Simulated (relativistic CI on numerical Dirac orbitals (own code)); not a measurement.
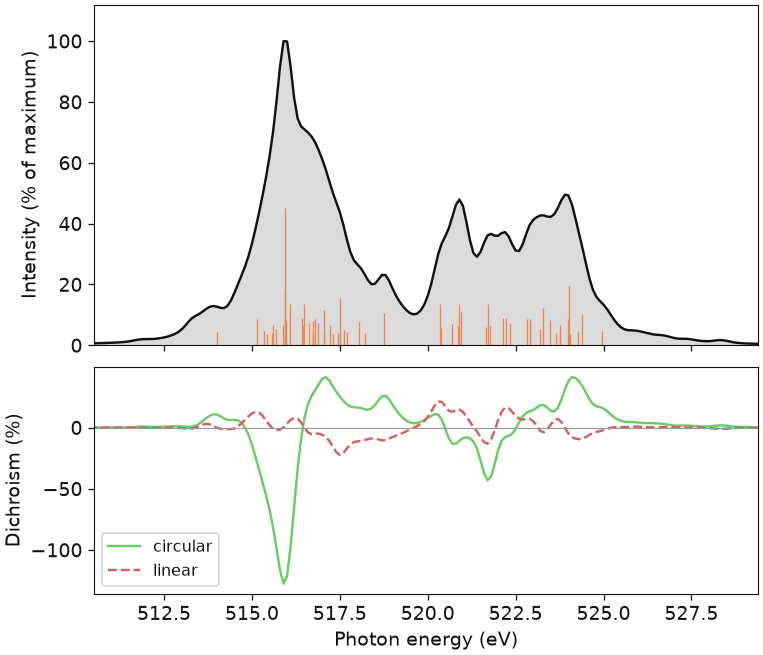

Computed core-level spectrum (absorption) of an ion of charge +2 in a field of Oh symmetry with 10Dq = 3,250 cm⁻¹. Sticks are the strongest transitions, on a scale of their own. Multiplet model: relativistic Dirac–Coulomb–Breit theory, one configuration a step, Slater integrals scaled by 0.9, 10 K, Voigt broadening (Lorentzian 0.4 eV, Gaussian 0.3 eV full widths), computed with a radial Dirac CI code. Dichroism is for the ground state at zero temperature, magnetised by an exchange field of 10 meV on Sz (linear: z less the mean of x and y).

### Identify the element and the shell or line.

L₂,₃ X-ray absorption of V²⁺ (vanadium, Z = 23), initial configuration [Ar] 3d³. The main maxima lie at 513.9 eV (13), 515.9 eV (100), 518.7 eV (23), 520.9 eV (48), 521.8 eV (37), 522.2 eV (37) and 523.9 eV (49), heights in % of the largest; the centroid is at 519.1 eV. The ground state has S = 1.50. The circular dichroism (Δm = −1 less Δm = +1) is largest at 515.9 eV, −128 % of the isotropic maximum. The magnetised ground state has ⟨Lz⟩ = 0.19 and ⟨Sz⟩ = −1.50.

Limits of the model: free-ion energies, so absolute edge positions are off by a few eV from solids.
